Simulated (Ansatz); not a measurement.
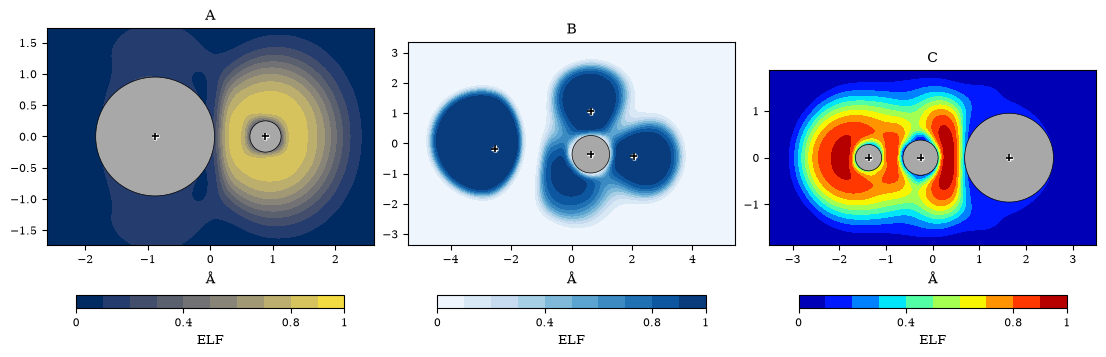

The electron localisation function of 3 systems, each on a plane through atoms (crosses mark nuclei in the plane; grey discs cover the cores).

Level of theory: Ansatz, RKS PBE0-D4/def2-TZVPPD.

System 1: H2···PH3 (SMILES [H][H].P), the plane of atoms H4, P3 and H6. Geometry: PBE0-D4/def2-TZVP.

```json
{"atom": "H", "x (Å)": "0.2298", "y (Å)": "-0.2306", "z (Å)": "-2.2474"}
{"atom": "H", "x (Å)": "-0.1515", "y (Å)": "0.0641", "z (Å)": "-2.8181"}
{"atom": "P", "x (Å)": "0.3473", "y (Å)": "-0.2595", "z (Å)": "0.9346"}
{"atom": "H", "x (Å)": "0.4079", "y (Å)": "-0.2653", "z (Å)": "2.3530"}
{"atom": "H", "x (Å)": "-1.0575", "y (Å)": "-0.4617", "z (Å)": "0.9130"}
{"atom": "H", "x (Å)": "0.2241", "y (Å)": "1.1529", "z (Å)": "0.8648"}
```

System 2: CCuO (charge +1), a plane that holds the molecular axis. Geometry: PBE0-D4/def2-TZVP.

```xyz
3

Cu    0.0827    0.1191   -1.6283
C    -0.0131   -0.0189    0.2600
O    -0.0697   -0.1002    1.3681
```

System 3: CuF, a plane that holds the molecular axis. Geometry: PBE0-D4/def2-TZVP.

```csv
atom,x (Å),y (Å),z (Å)
Cu,0.0000,0.0000,-0.8824
F,0.0000,0.0000,0.8824
```

Q: Match each panel to its system.

A: Panel A is system 3, CuF: the plane holds Cu and F. Cu–F (1.76 Å): the ELF peaks at about 0.80 in the valence shell of F, 0.6 Å from its nucleus, and is about 0.15 at the midpoint. Panel B is system 1, H2···PH3: the plane holds H and P. P3···H1 (3.18 Å): the ELF dips to about 0 between them; a non-bonded, intermolecular contact. Panel C is system 2, CCuO: the plane holds Cu, C and O. C–O (1.11 Å): the ELF peaks at about 0.85 between the atoms; a short, multiple covalent bond.
